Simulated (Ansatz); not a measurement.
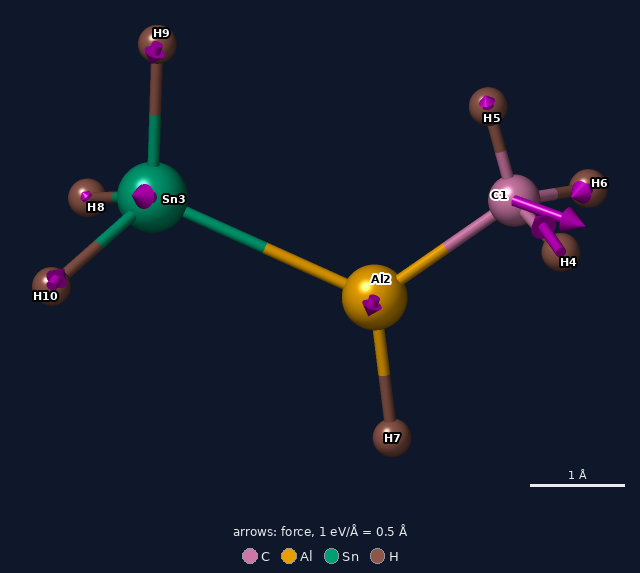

Starting geometry of CH7AlSn (coarse preliminary run) with the computed forces as purple arrows. Style: ball-and-stick. Shown at a tilt.

The start comes from a force field.

All numbers below come from RKS PBE-D4/def2-SVP (Ansatz).

Input file:
```yaml
crystal:
  periodic: [false, false, false]
  atoms:
    - {symbol: C, position_ang: [-1.325100, 1.172100, -0.798500]}
    - {symbol: Al, position_ang: [0.231400, 0.047300, -0.926400]}
    - {symbol: Sn, position_ang: [1.094600, -1.168100, 1.225500]}
    - {symbol: H, position_ang: [-1.030400, 2.259300, -1.120400]}
    - {symbol: H, position_ang: [-1.744900, 1.219200, 0.216700]}
    - {symbol: H, position_ang: [-2.163900, 0.840400, -1.484000]}
    - {symbol: H, position_ang: [1.009000, -0.144400, -2.319000]}
    - {symbol: H, position_ang: [1.135000, -2.884800, 0.980800]}
    - {symbol: H, position_ang: [0.106700, -0.739500, 2.639700]}
    - {symbol: H, position_ang: [2.770700, -0.652700, 1.588500]}
basis:
  gaussian: {orbitals: def2-SVP}
hamiltonian: {xc: pbe, dispersion: d4}
relax: {f_tol: 0.03, max_steps: 200}
```

Launched with:
```bash
ansatz run in.yaml --threads 2 --pin off --events-out ev --progress --plain --max-ram 4352MiB
```

Is this structure relaxed? If not, where do the atoms go?

Answer. It isn't relaxed: the largest force vector, on C1, is 1.80 eV/Å. The final displacements follow the starting forces only in part (cosine between the two patterns 0.33). The energy falls by 13.2 kJ/mol in 4 geometry steps. Largest force component: 1.5 eV/Å at the start, 0.022 eV/Å at the end. The atom that moves furthest after the best rigid fit is H9 (0.16 Å). By element the largest moves are H 0.16 Å, C 0.09 Å, Sn 0.06 Å, Al 0.03 Å. Near-neighbour distances that change, for instance: C1–H4 1.172 → 1.112 Å, Al2–Sn3 2.618 → 2.674 Å, Sn3–H10 1.791 → 1.738 Å, C1–Al2 1.925 → 1.968 Å. Bond angles that change, for instance: H8–Sn3–H9 111.3° → 105.9°, Al2–Sn3–H10 110.0° → 113.2°, Al2–Sn3–H8 110.6° → 113.3°. Cost: 9 s on 2 threads of Arm Neoverse V2, on a shared host.
